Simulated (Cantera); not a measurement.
A closed system holds: 1 mol C2F6, 1.8 mol CH4, equilibrated at 0.0133 bar.

Method: chemical equilibrium by Gibbs-energy minimisation in Cantera with the NASA 1993 tables (ideal gas, pure condensed phases). Candidate condensed phases: C, C6H6, C7H8, C8H18; 110 gas species. Ions and electrons are included (thermal ionisation). The feed counts by its element totals alone. Kinetics and transport are ignored.

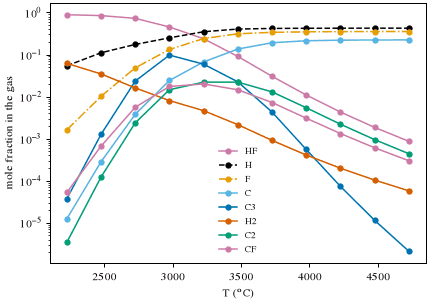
*Equilibrium gas composition (values under 1e-9 drawn at 1e-9)*

From 2227 °C to 2727 °C the condensed part is C(graphite). From 2977 °C to 4727 °C nothing is condensed. The main C-bearing gas is C2H2 (acetylene) at 2227 °C and C at 4727 °C.
